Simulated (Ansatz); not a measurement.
# A workflow on C2H6Cl2Sn (SMILES [CH3][Sn]([CH3])([Cl])[Cl])

Aim: a series of 35 runs (B3LYP/def2-SVP, UB3LYP/def2-SVP, B3LYP/def2-SVPD, UB3LYP/def2-SVPD, B3LYP/def2-TZVPD, UB3LYP/def2-TZVPD, B3LYP/def2-TZVPPD, UB3LYP/def2-TZVPPD, and more) of C2H6Cl2Sn and its partners. Among other things, some runs vary the accuracy. 

Program for the calculation: Ansatz 0.2.0.

## Step 1: The structure to begin with

C2H6Cl2Sn has 11 atoms, charge 0, and is taken as a singlet. As SMILES, `[CH3][Sn]([CH3])([Cl])[Cl]`. Geometry: relaxed at PBE0-D4/def2-TZVP.

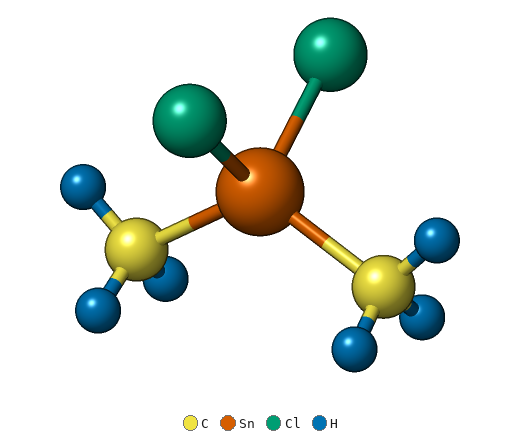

The structure, seen from a chosen angle (carbon yellow, tin orange, chlorine teal, hydrogen blue).

## Step 2: The energy at B3LYP/def2-SVP (core potential, start density atoms) (run 1)

run.yaml reads:

```yaml
crystal:
  periodic: [false, false, false]
  atoms:
    - {symbol: C, position_ang: [-1.855950, 0.332740, 0.268570]}
    - {symbol: Sn, position_ang: [0.151740, 0.391120, -0.411580]}
    - {symbol: C, position_ang: [1.625690, -0.926190, 0.355920]}
    - {symbol: Cl, position_ang: [0.100950, 0.090120, -2.725990]}
    - {symbol: Cl, position_ang: [0.929360, 2.565330, -0.068370]}
    - {symbol: H, position_ang: [-1.884920, 0.537120, 1.338620]}
    - {symbol: H, position_ang: [-2.419980, 1.095440, -0.266330]}
    - {symbol: H, position_ang: [-2.281840, -0.649530, 0.065130]}
    - {symbol: H, position_ang: [2.570780, -0.706420, -0.138530]}
    - {symbol: H, position_ang: [1.728580, -0.772960, 1.429950]}
    - {symbol: H, position_ang: [1.335570, -1.956770, 0.152620]}
basis:
  gaussian:
    orbitals: def2-SVP
hamiltonian:
  xc: {name: B3LYP}
```

The run is started by

```bash
$ ansatz run run.yaml --threads 1 --pin off --max-ram 3480MiB --events-out events.jsonl --progress --plain --runs-dir runs
```

The log of the run:

```text
Warning: RAYON_NUM_THREADS=1 ignored (pool sized by the plan → 1); use --threads N
Functional definition: B3LYP
  name "B3LYP"
  parameter a0 = 0.2
  parameter ax = 0.72
  parameter ac = 0.81
  exchange = (1 - a0 - ax)*slater_x + ax*b88_x + a0*exact_x
  correlation = (1 - ac)*vwn_rpa_c + ac*lyp_c
1266 factors; integrals over basis functions are off by at most 1.2e-3 eV
mean field evaluation 1: about -33034.2396 eV, gradient 6.4e1 eV
mean field evaluation 2: about -33028.2242 eV, gradient 7.6e1 eV
mean field evaluation 4: about -33044.4889 eV, gradient 2.5e0 eV
mean field evaluation 8: about -33044.6497 eV, gradient 1.4e-1 eV
mean field evaluation 16: about -33044.6498 eV, gradient 2.6e-5 eV
mean field -33044.64976545 eV, -1214.3684804124 hartree, gradient 2.6e-5 eV, S^2 0.000000; 0 other end points of the search recorded, 0 dependent functions left out
reference -33044.65004571 eV, -1214.3684907114 hartree; 37, 37 occupied and 83, 83 virtual orbitals, 1266 factors
Total energy: -33044.65004571 eV, -1214.3684907114 hartree
```

It took 6.3 s on 1 thread of Arm Neoverse V2, shared host; peak memory 0.29 GiB.

## Step 3: The C atom: a single-point energy at UB3LYP/def2-SVP (start density atoms) (run 2)

run.yaml reads:

```yaml
basis:
  gaussian: {orbitals: def2-SVP}
crystal:
  periodic: [false, false, false]
  atoms:
    - {symbol: C, position_ang: [0.000000, 0.000000, 0.000000]}
magnetization: {spin_polarized: true, initial_magnetization: 2}
hamiltonian: {xc: {name: B3LYP}}
```

The run is started by

```bash
$ ansatz run run.yaml --threads 1 --pin off --max-ram 3480MiB --events-out events.jsonl --progress --plain --runs-dir runs
```

The log of the run, cut to the lines that bear on the results:

```text
Warning: RAYON_NUM_THREADS=1 ignored (pool sized by the plan → 1); use --threads N
[... 7 set-up lines as earlier in the session ...]
73 factors; integrals over basis functions are off by at most 1.6e-4 eV
mean field evaluation 1: about -1028.8871 eV, gradient 3.7e0 eV
mean field evaluation 2: about -1028.9620 eV, gradient 1.2e0 eV
mean field evaluation 4: about -1028.9724 eV, gradient 2.7e-1 eV
mean field evaluation 8: about -1028.9729 eV, gradient 1.3e-5 eV
mean field -1028.97291004 eV, -37.8140569812 hartree, gradient 1.8e-5 eV, S^2 2.002648; 0 other end points of the search recorded, 0 dependent functions left out
reference -1028.97301107 eV, -37.8140606939 hartree; 4, 2 occupied and 10, 12 virtual orbitals, 73 factors
Total energy: -1028.97301107 eV, -37.8140606939 hartree
```

It took 0.12 s on 1 thread of Arm Neoverse V2, shared host.

Runs 3 to 14 aren't shown in full; the table further down has their settings and results.

## Step 4: The Sn atom: the energy at UB3LYP/def2-TZVPD (core potential, start density atoms) (run 15)

run.yaml reads:

```yaml
crystal:
  periodic: [false, false, false]
  atoms:
    - symbol: Sn
      position_ang: [0.000000, 0.000000, 0.000000]
basis:
  gaussian:
    orbitals: def2-TZVPD
hamiltonian:
  xc: {name: B3LYP}
magnetization:
  spin_polarized: true
  initial_magnetization: 2
```

Run the same way, it converges to -214.32756 Eh (log not shown).

Runs 16 to 34 aren't shown in full; the table further down has their settings and results.

## Step 5: The Sn atom: a single-point energy at U-wB97M-V/def2-TZVP (core potential, start density atoms) (run 35)

run.yaml reads:

```yaml
crystal:
  periodic: [false, false, false]
  atoms:
    - {symbol: Sn, position_ang: [0.000000, 0.000000, 0.000000]}
basis:
  gaussian: {orbitals: def2-TZVP}
magnetization: {spin_polarized: true, initial_magnetization: 2}
hamiltonian: {xc: {name: wB97M-V}}
accuracy: high
```

Run the same way, it converges to -214.20632 Eh (log not shown).

## Step 6: Overview of the runs

| run | level | accuracy | core potential | partner | energy (Eh) | wall time |
| --- | --- | --- | --- | --- | --- | --- |
| 1 | B3LYP/def2-SVP (core potential, start density atoms) | medium | def2-SVP | base | -1214.368491 | 6.3 s |
| 2 | UB3LYP/def2-SVP (start density atoms) | medium | none | atoms | -37.814061 | 0.12 s |
| 3 | UB3LYP/def2-SVP (start density atoms) | medium | none | atoms | -460.006005 | 0.26 s |
| 4 | UB3LYP/def2-SVP (start density atoms) | medium | none | atoms | -0.501259 | 0.06 s |
| 5 | UB3LYP/def2-SVP (core potential, start density atoms) | medium | def2-SVP | atoms | -214.322353 | 0.6 s |
| 6 | B3LYP/def2-SVPD (core potential, start density atoms) | medium | def2-SVPD | base | -1214.392929 | 11 s |
| 7 | UB3LYP/def2-SVPD (start density atoms) | medium | none | atoms | -37.814940 | 0.14 s |
| 8 | UB3LYP/def2-SVPD (start density atoms) | medium | none | atoms | -460.015904 | 0.36 s |
| 9 | UB3LYP/def2-SVPD (start density atoms) | medium | none | atoms | -0.501259 | 0.08 s |
| 10 | UB3LYP/def2-SVPD (core potential, start density atoms) | medium | def2-SVPD | atoms | -214.322711 | 0.78 s |
| 11 | B3LYP/def2-TZVPD (core potential, start density atoms) | medium | def2-TZVPD | base | -1214.799181 | 22 s |
| 12 | UB3LYP/def2-TZVPD (start density atoms) | medium | none | atoms | -37.859535 | 0.24 s |
| 13 | UB3LYP/def2-TZVPD (start density atoms) | medium | none | atoms | -460.167751 | 0.52 s |
| 14 | UB3LYP/def2-TZVPD (start density atoms) | medium | none | atoms | -0.502154 | 0.08 s |
| 15 | UB3LYP/def2-TZVPD (core potential, start density atoms) | medium | def2-TZVPD | atoms | -214.327559 | 1.4 s |
| 16 | B3LYP/def2-TZVPPD (core potential, start density atoms) | medium | def2-TZVPPD | base | -1214.801683 | 28 s |
| 17 | UB3LYP/def2-TZVPPD (start density atoms) | medium | none | atoms | -37.859535 | 0.24 s |
| 18 | UB3LYP/def2-TZVPPD (start density atoms) | medium | none | atoms | -460.167785 | 0.54 s |
| 19 | UB3LYP/def2-TZVPPD (start density atoms) | medium | none | atoms | -0.502154 | 0.08 s |
| 20 | UB3LYP/def2-TZVPPD (core potential, start density atoms) | medium | def2-TZVPPD | atoms | -214.327559 | 1.4 s |
| 21 | wB97M-V/def2-TZVP (density fitting with def2-universal-jkfit, core potential, start density atoms) | medium | def2-TZVP | base | -1214.546796 | 35 s |
| 22 | U-wB97M-V/def2-TZVP (density fitting with def2-universal-jkfit, start density atoms) | medium | none | atoms | -37.846392 | 0.46 s |
| 23 | U-wB97M-V/def2-TZVP (density fitting with def2-universal-jkfit, start density atoms) | medium | none | atoms | -460.125169 | 0.9 s |
| 24 | U-wB97M-V/def2-TZVP (density fitting with def2-universal-jkfit, start density atoms) | medium | none | atoms | -0.494119 | 0.18 s |
| 25 | U-wB97M-V/def2-TZVP (density fitting with def2-universal-jkfit, core potential, start density atoms) | medium | def2-TZVP | atoms | -214.206323 | 2.9 s |
| 26 | wB97M-V/def2-TZVP (core potential, start density atoms) | medium | def2-TZVP | base | -1214.546686 | 41 s |
| 27 | U-wB97M-V/def2-TZVP (start density atoms) | medium | none | atoms | -37.846388 | 0.44 s |
| 28 | U-wB97M-V/def2-TZVP (start density atoms) | medium | none | atoms | -460.125146 | 0.92 s |
| 29 | U-wB97M-V/def2-TZVP (start density atoms) | medium | none | atoms | -0.494111 | 0.18 s |
| 30 | U-wB97M-V/def2-TZVP (core potential, start density atoms) | medium | def2-TZVP | atoms | -214.206303 | 2.9 s |
| 31 | wB97M-V/def2-TZVP (core potential, start density atoms) | high | def2-TZVP | base | -1214.546706 | 4.4 min |
| 32 | U-wB97M-V/def2-TZVP (start density atoms) | high | none | atoms | -37.846388 | 2.1 s |
| 33 | U-wB97M-V/def2-TZVP (start density atoms) | high | none | atoms | -460.125152 | 6 s |
| 34 | U-wB97M-V/def2-TZVP (start density atoms) | high | none | atoms | -0.494111 | 0.58 s |
| 35 | U-wB97M-V/def2-TZVP (core potential, start density atoms) | high | def2-TZVP | atoms | -214.206319 | 18 s |

Convergence of the total energy of singlet C2H6Cl2Sn with the basis set, against the last point:

| basis set | from the last (mEh) | wall time |
| --- | --- | --- |
| def2-SVP | +433.193 | 6.3 s |
| def2-SVPD | +408.754 | 11 s |
| def2-TZVPD | +2.502 | 22 s |
| def2-TZVPPD | +0.000 | 28 s |

Convergence of the electronic atomisation energy of singlet C2H6Cl2Sn with the basis set, against the last point:

| basis set | from the last (eV) | wall time |
| --- | --- | --- |
| def2-SVP | -0.2206 | 7.3 s |
| def2-SVPD | -0.1519 | 12 s |
| def2-TZVPD | -0.0662 | 24 s |
| def2-TZVPPD | +0.0000 | 30 s |

## Step 7: Summary of results

| quantity | value |
| --- | --- |
| Sn atom, run 35: total energy | -214.20632 Eh |
| Sn atom, run 35: ⟨S²⟩ | 2.003 |
| electronic atomisation energy, B3LYP/def2-SVP | 38.054 eV |
| electronic atomisation energy, B3LYP/def2-SVPD | 38.123 eV |
| electronic atomisation energy, B3LYP/def2-TZVPD | 38.208 eV |
| electronic atomisation energy, B3LYP/def2-TZVPPD | 38.274 eV |
| electronic atomisation energy, wB97M-V/def2-TZVP (run 21, accuracy medium) | 38.984 eV |
| electronic atomisation energy, wB97M-V/def2-TZVP (run 26, accuracy medium) | 38.984 eV |
| electronic atomisation energy, wB97M-V/def2-TZVP (run 31, accuracy high) | 38.984 eV |

In words: At B3LYP/def2-SVP: taking the molecule apart into free atoms costs 38.05 eV (878 kcal/mol), before zero-point energy and without spin-orbit coupling. At B3LYP/def2-SVPD: taking the molecule apart into free atoms costs 38.12 eV (879 kcal/mol), before zero-point energy and without spin-orbit coupling. At B3LYP/def2-TZVPD: taking the molecule apart into free atoms costs 38.21 eV (881 kcal/mol), before zero-point energy and without spin-orbit coupling. At B3LYP/def2-TZVPPD: taking the molecule apart into free atoms costs 38.27 eV (883 kcal/mol), before zero-point energy and without spin-orbit coupling. At wB97M-V/def2-TZVP: taking the molecule apart into free atoms costs 38.98 eV (899 kcal/mol), before zero-point energy and without spin-orbit coupling. Totals of different functionals can't be ranked against each other. All runs together took 7.5 min, the longest 4.4 min.
